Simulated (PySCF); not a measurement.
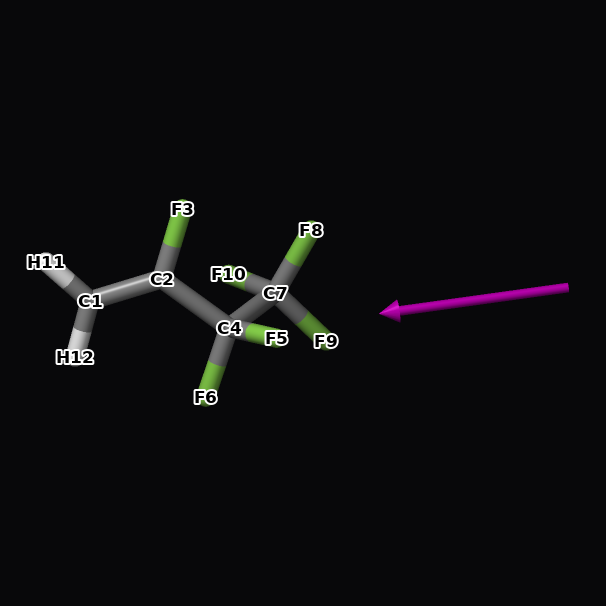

The arrow beside the molecule shows the direction of the dipole moment, from the negative to the positive end (its length means nothing). The geometry was computed by an optimisation with GFN2-xTB. No frequency run is at hand to confirm it as a minimum. Level of theory: PBE0/pcSseg-1, gas phase (PySCF 2.14.0).

**Estimate the dipole moment.**

2.21 D; it points from the side of F8, F9 to the side of H11 (the outermost atoms at the two ends).
